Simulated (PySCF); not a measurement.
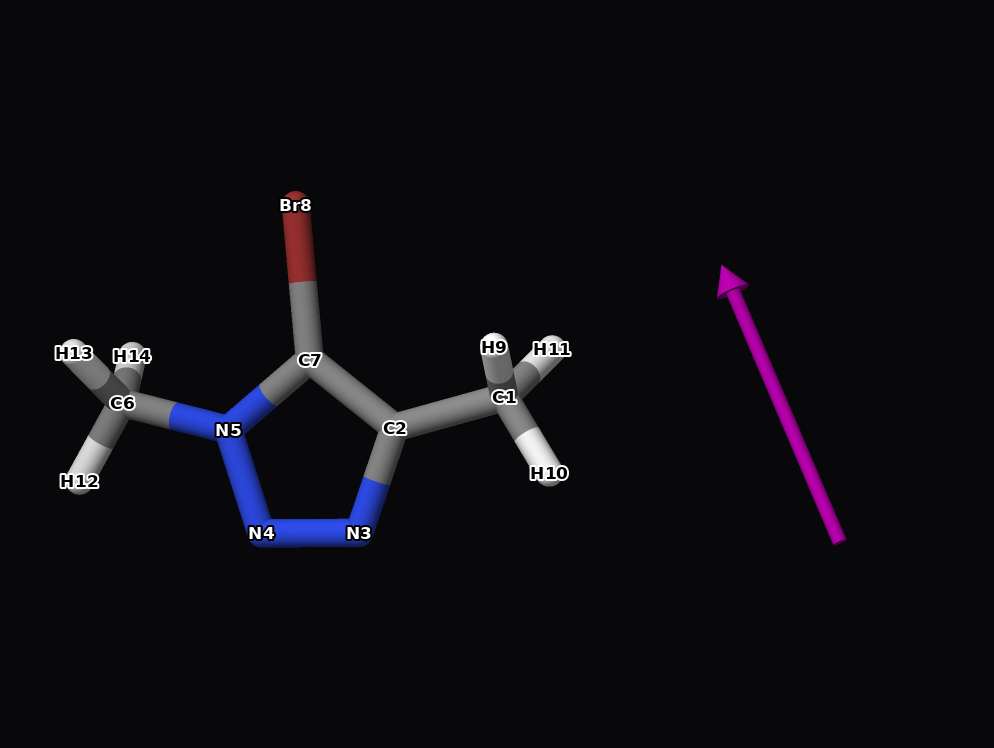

The arrow beside the molecule shows the direction of the dipole moment, from the negative to the positive end (its length means nothing). Computed geometry: GFN2-xTB optimisation. No frequency run is at hand to confirm it as a minimum. Level of theory: B3LYP/def2-SVPD, gas phase (PySCF 2.14.0).

Estimate the dipole moment.

Answer. 3.39 D; it points from the side of H10 to the side of Br8 (the outermost atoms at the two ends).

The geometry is semi-empirical. Around Br such bond lengths and angles can be off by a tenth of an ångström or more and by several degrees, and values that hang on the shape move with them.
